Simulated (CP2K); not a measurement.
# Si2H6S (SMILES [SiH3]S[SiH3]): PM3

What is the energy change on altering one bond length of Si2H6S at PM3? 

Program for the calculation: CP2K 2026.2.

3 further runs of the same task are left out: 3 set aside as unsound or not needed.

### Step 1. The molecule

Si2H6S has 9 atoms, charge 0, and is taken as a singlet. SMILES: `[SiH3]S[SiH3]`. The shape is that of a GFN2-xTB optimisation.

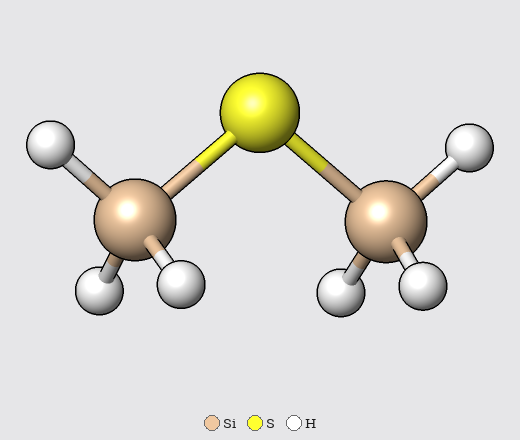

Viewed from a chosen angle; silicon light orange, sulfur yellow, hydrogen white.

### Step 2. Energy and forces at PM3

Input file gas.inp:

```
&GLOBAL
  PROJECT gas
  RUN_TYPE ENERGY_FORCE
  PRINT_LEVEL MEDIUM
&END

&FORCE_EVAL
  METHOD QUICKSTEP
  &DFT
    &QS
      METHOD PM3
      EPS_DEFAULT 1.0E-10
      &SE
        &COULOMB
          CUTOFF [angstrom] 50
          RC_RANGE [angstrom] 0
        &END
        &EXCHANGE
          CUTOFF [angstrom] 50
          RC_RANGE [angstrom] 0
        &END
      &END
    &END
    &POISSON
      PERIODIC NONE
      POISSON_SOLVER ANALYTIC
    &END
    &SCF
      SCF_GUESS ATOMIC
      EPS_SCF 1.0E-06
      MAX_SCF 40
      &OT
        MINIMIZER DIIS
        PRECONDITIONER FULL_ALL
      &END
      &OUTER_SCF
        EPS_SCF 1.0E-06
        MAX_SCF 10
      &END
    &END
    &PRINT
      &MOMENTS
        PERIODIC F
        REFERENCE COM
        MAX_MOMENT 1
      &END
      &MO_CUBES
        NLUMO 3
        NHOMO -1
        WRITE_CUBE F
      &END
      &HIRSHFELD OFF
      &END
    &END
  &END
  &SUBSYS
    &CELL
      ABC 15.8 16.3 16.1
      PERIODIC NONE
    &END
    &COORD
      SCALED T
      Si   0.43203797   0.56941043   0.43603292
      S    0.55639177   0.52312515   0.46179814
      Si   0.53567595   0.43084417   0.55464907
      H    0.37964114   0.50188712   0.40629565
      H    0.44736139   0.63142822   0.37311553
      H    0.39719557   0.60315767   0.51263789
      H    0.62035886   0.40023067   0.57097081
      H    0.47928924   0.36857178   0.52050932
      H    0.49709937   0.46978773   0.62688447
    &END
  &END
  &PRINT
    &FORCES ON
    &END
  &END
&END
```

Started as:

```sh
$ OMP_NUM_THREADS=1 cp2k.psmp gas.inp > gas.out
```

Standard output:

```text
CP2K| version string:                                       CP2K version 2026.2
[...]
 GLOBAL| Method name                                                        CP2K
[...]
 GLOBAL| Run type                                                   ENERGY_FORCE
[...]
                             - Atoms:                                          9
[...]
                             - Spherical basis functions:                     18
[...]
 Number of electrons:                                                         20
[...]
     1 OT DIIS     0.15E+00    0.0     0.31070430       -12.6642749393 -1.27E+01
[...]
     4 OT DIIS     0.15E+00    0.0     0.00000046       -15.5437197124 -1.89E-10
  *** SCF run converged in     4 steps ***
  Core-core repulsion energy [eV]:                            738.37366452257675
  Core Hamiltonian energy [eV]:                              -600.43842018108228
  Two-electron integral energy [eV]:                        -1121.80273598882468
  Electronic energy [eV]:                                   -1161.33978817549473
  Total energy [eV]:                                         -422.96612365291787
  Atomic reference energy [eV]:                               423.30607784601671
  Heat of formation [kcal/mol]:                                 7.83953055173382
[...]
 SE_DIPOLE| Moment [Debye]          1.72470808       0.57041071      -0.80868335
 SE_DIPOLE| Derivative [a.u.]       0.00000000       0.00000000       0.00000000
 *** WARNING in qs_scf_post_se.F:140 :: Printing of MO cube files not ***
 *** implemented for Semi-Empirical method.                           ***
 ENERGY| Total FORCE_EVAL ( QS ) energy [hartree]            -15.543719712412202
 FORCES| Atomic forces [hartree/bohr]
 FORCES|   Atom     x               y               z               |f|
 FORCES|      1  3.96703362E-03 -5.20741290E-03  4.55357795E-03   7.97430730E-03
 FORCES|      2  1.81461123E-02  5.77502747E-03 -8.62949872E-03   2.09069505E-02
 FORCES|      3 -3.63977087E-03  5.49553497E-03 -4.45543440E-03   7.95611289E-03
 FORCES|      4 -8.45484991E-03 -3.33882359E-03 -4.31278421E-03   1.00614282E-02
 FORCES|      5 -3.00655176E-03  7.73974286E-03 -7.00537822E-03   1.08636226E-02
 FORCES|      6 -7.06002296E-03  5.42134404E-03  4.72473793E-03   1.00776011E-02
 FORCES|      7  7.11878091E-03 -6.38285142E-03  4.91850129E-03   1.07521853E-02
 FORCES|      8 -4.25825097E-03 -9.06519836E-03  5.48803604E-04   1.00305388E-02
 FORCES|      9 -2.81248033E-03 -4.37363079E-04  9.65747478E-03   1.00681752E-02
 FORCES| Sum    -6.93889390E-17  1.52655666E-16 -2.70616862E-16
 FORCES| Total atomic force                                       3.18358388E-16
[...]
```

Run time: 1.6 s. Hardware: 1 thread of Intel Xeon Platinum 8375C at 2.90GHz (Ice Lake), shared host; peak memory 0.18 GiB.

### Step 3. The distorted shape

Input file calc.inp:

```
&FORCE_EVAL
 METHOD QUICKSTEP
 &DFT
  &QS
   METHOD PM3
   EPS_DEFAULT 1.0E-10
   &SE
    &COULOMB
     CUTOFF [angstrom] 50
     RC_RANGE [angstrom] 0
    &END
    &EXCHANGE
     CUTOFF [angstrom] 50
     RC_RANGE [angstrom] 0
    &END
   &END
  &END
  &POISSON
   PERIODIC NONE
   POISSON_SOLVER ANALYTIC
  &END
  &SCF
   SCF_GUESS ATOMIC
   EPS_SCF 1.0E-06
   MAX_SCF 40
   &OT
    MINIMIZER DIIS
    PRECONDITIONER FULL_ALL
   &END
   &OUTER_SCF
    EPS_SCF 1.0E-06
    MAX_SCF 10
   &END
  &END
  &PRINT
   &MOMENTS
    PERIODIC F
    REFERENCE COM
    MAX_MOMENT 1
   &END
   &MO_CUBES
    NLUMO 3
    NHOMO -1
    WRITE_CUBE F
   &END
   &HIRSHFELD OFF
   &END
  &END
 &END
 &SUBSYS
  &CELL
   ABC 15.8 16.5 16.3
   PERIODIC NONE
  &END
  &COORD
   SCALED T
   Si   0.43203797   0.56244261   0.44303221
   S    0.55639177   0.51671836   0.46848129
   Si   0.53567595   0.42555594   0.56019294
   H    0.37964114   0.49573776   0.41365982
   H    0.45042601   0.63596164   0.36845798
   H    0.39719557   0.59578079   0.51869724
   H    0.62035886   0.39531352   0.57631442
   H    0.47928924   0.36403836   0.52647209
   H    0.49709937   0.46402745   0.63154202
  &END
 &END
 &PRINT
  &FORCES ON
  &END
 &END
&END
&GLOBAL
 PROJECT calc
 RUN_TYPE ENERGY_FORCE
 PRINT_LEVEL MEDIUM
&END
```

Started as:

```sh
$ OMP_NUM_THREADS=1 cp2k.psmp -i calc.inp -o calc.out
```

Standard output:

```text
CP2K| version string:                                       CP2K version 2026.2
[...]
 GLOBAL| Method name                                                        CP2K
[...]
 GLOBAL| Run type                                                   ENERGY_FORCE
[...]
                             - Atoms:                                          9
[...]
                             - Spherical basis functions:                     18
[...]
 Number of electrons:                                                         20
[...]
     1 OT DIIS     0.15E+00    0.0     0.30523711       -12.6864899644 -1.27E+01
[...]
     4 OT DIIS     0.15E+00    0.0     0.00000065       -15.5287107755 -2.48E-10
  *** SCF run converged in     4 steps ***
  Core-core repulsion energy [eV]:                            732.40966824111524
  Core Hamiltonian energy [eV]:                              -600.05949678342461
  Two-electron integral energy [eV]:                        -1109.81576233246915
  Electronic energy [eV]:                                   -1154.96737794965929
  Total energy [eV]:                                         -422.55770970854394
  Atomic reference energy [eV]:                               423.30607784601671
  Heat of formation [kcal/mol]:                                17.25778059739009
[...]
 SE_DIPOLE| Moment [Debye]          1.70113474       0.56446248      -0.79900289
 SE_DIPOLE| Derivative [a.u.]       0.00000000       0.00000000       0.00000000
 *** WARNING in qs_scf_post_se.F:140 :: Printing of MO cube files not ***
 *** implemented for Semi-Empirical method.                           ***
 ENERGY| Total FORCE_EVAL ( QS ) energy [hartree]            -15.528710775482924
 FORCES| Atomic forces [hartree/bohr]
 FORCES|   Atom     x               y               z               |f|
 FORCES|      1  1.46945385E-02  4.12028346E-02 -4.18929502E-02   6.05691532E-02
 FORCES|      2  1.75719186E-02  7.00067651E-03 -9.71750310E-03   2.12652689E-02
 FORCES|      3 -3.83720097E-03  5.40705956E-03 -4.34087787E-03   7.92487382E-03
 FORCES|      4 -7.99804792E-03 -2.03507592E-03 -5.13080566E-03   9.71779148E-03
 FORCES|      5 -1.38000046E-02 -4.19832477E-02  4.26487197E-02   6.14161746E-02
 FORCES|      6 -6.68770667E-03  6.21945626E-03  3.38083542E-03   9.73843441E-03
 FORCES|      7  7.15317476E-03 -6.33004749E-03  4.86207881E-03   1.07180792E-02
 FORCES|      8 -4.27196826E-03 -9.05875556E-03  5.37187762E-04   1.00299220E-02
 FORCES|      9 -2.82470346E-03 -4.22900355E-04  9.65331515E-03   1.00669900E-02
 FORCES| Sum    -1.52655666E-16 -7.63278329E-17  3.46944695E-17
 FORCES| Total atomic force                                       1.74164855E-16
[...]
```

It took 1.4 s on 1 thread of Intel Xeon Platinum 8375C at 2.90GHz (Ice Lake), shared host; peak memory 0.18 GiB.

### Step 4. Results

Level: PM3.

```
                                                          quantity          value
                                         first shape: total energy   -15.54372 Eh
                                        first shape: dipole moment         1.99 D
            first shape: heat of formation at this unrelaxed shape   7.8 kcal/mol
                             first shape: largest force on an atom     1.075 eV/Å
                                     distorted shape: total energy   -15.52871 Eh
                                    distorted shape: dipole moment         1.96 D
        distorted shape: heat of formation at this unrelaxed shape  17.3 kcal/mol
                         distorted shape: largest force on an atom     3.158 eV/Å
energy change with the Si1–H5 bond stretched from 1.451 to 1.742 Å       0.408 eV
```

In words: With the Si1–H5 bond stretched from 1.451 to 1.742 Å the energy rises by 0.41 eV (39.4 kJ/mol). The first shape isn't relaxed at this level, so the change isn't measured from a minimum. The largest force (first shape) is 1.08 eV/Å: the shape isn't a stationary point for this species at this level.
